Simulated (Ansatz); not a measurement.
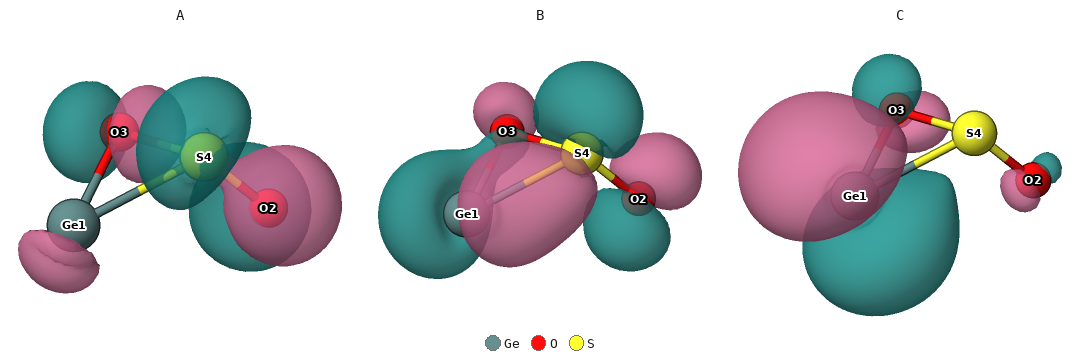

Figure. GeO₂S (SMILES O=[S]1#[Ge][O]1). Three frontier orbitals at ±0.1 Å⁻³ᐟ² (teal and pink are the two phases), in no order.

Geometry: PBE0-D3(BJ)/pcseg-1.

The calculation used Ansatz, isolated molecule in a Gaussian basis; Kohn-Sham density functional theory, functional PBE0.

```xyz
4

Ge    0.0281    1.5980   -0.2450
O    -0.2453   -1.3619    0.7347
O    -0.7602    0.3050   -1.2788
S     0.4083   -0.7061   -0.4424
```

Which picture is the HOMO−1, the HOMO and the LUMO?

Answer. A is the HOMO−1 (−8.57 eV). Its weight (Hirshfeld) is mainly on O2 (about 55 %), S4 (about 20 %), O3 (about 20 %) and Ge1 (about 5 %). B is the HOMO (−6.54 eV). Its weight (Hirshfeld) is mainly on O2 (about 35 %), S4 (about 30 %), Ge1 (about 30 %) and O3 (about 5 %); π-antibonding (π*) across O2–S4. C is the LUMO (−3.26 eV). It lies mainly on Ge1 (about 85 %) and O3 (about 10 %).

What is the HOMO–LUMO gap?

Answer. 3.28 eV between the orbital energies.
